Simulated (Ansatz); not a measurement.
Consider CHO (SMILES [CH]=O) (doublet).

```xyz
3

C    -0.1690   -1.0723    0.4324
O    -1.1772   -0.6765   -0.0067
H     0.7054   -1.4218   -0.1827
```

Geometry: PBE0-D4/def2-TZVP.

These are results of isolated molecule in a Gaussian basis; Kohn-Sham density functional theory, functional PBE0 in Ansatz 0.2.0, not measurements.

Predict the electron density, electron localisation function and spin density between the atoms.

Answer. C–O (1.17 Å): ρ at the midpoint is about 3.8 e/Å³; the ELF peaks at about 0.85 between the atoms; a multiple bond.
C–H (1.12 Å): the density is about 1.9 e/Å³ at the midpoint; the ELF climbs to about 1 towards the hydrogen, as it does in any bond to H: an ordinary covalent bond to hydrogen.
The unpaired spin (1 electron) lies mostly on C1 (about 0.6), O2 (about 0.3) and H3 (about 0.2), in electrons by Hirshfeld's partition.

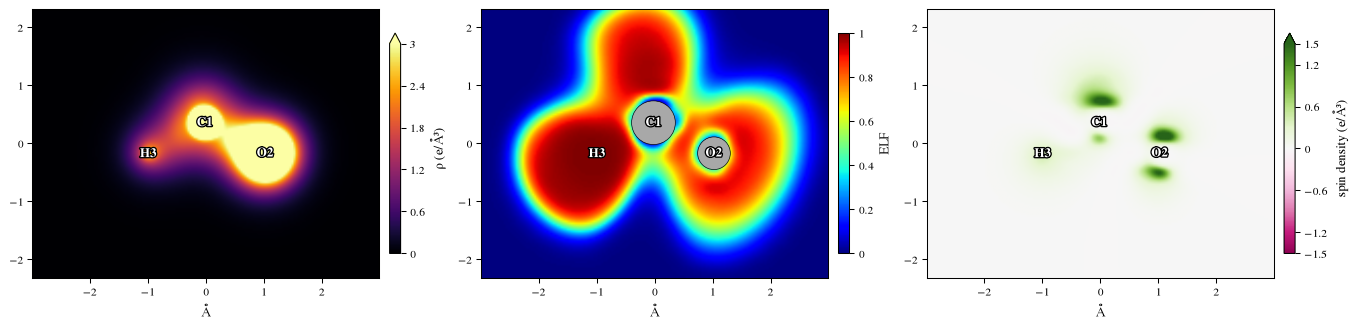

Computed electron density, electron localisation function and spin density on the molecular plane, in this order. Grey discs cover the atomic cores in the ELF map. 
